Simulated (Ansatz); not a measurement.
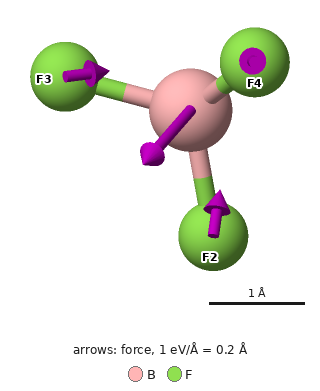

Starting geometry of BF₃ with the computed forces as purple arrows. A ball-and-stick model, seen from a free direction.

It is one of the separated products of a reaction.

The calculation used RKS PBE0-D4/def2-TZVP in Ansatz. Settings: force threshold 0.005 eV/Å; at most 200 steps.

**Is this structure relaxed? If not, where do the atoms go?**

It isn't relaxed: the largest force vector, on the B atom, is 6.17 eV/Å. The atoms end up moving mostly along the starting forces (cosine between the two patterns 0.96). The energy falls by 97.7 kJ/mol in 5 geometry steps. Largest force component: 6.1 eV/Å at the start, 0.00015 eV/Å at the end. The largest move after the best rigid fit is that of the B atom, 0.25 Å. Largest moves by element: B 0.25 Å, F 0.09 Å. Some distances before and after: B–F 1.368 → 1.311 Å. Among the angles between lasting bonds that change: F–B–F 114.2° → 120.0°. Cost: 2.2 s on 4 threads of AMD EPYC 9R45 96-Core (shared host).
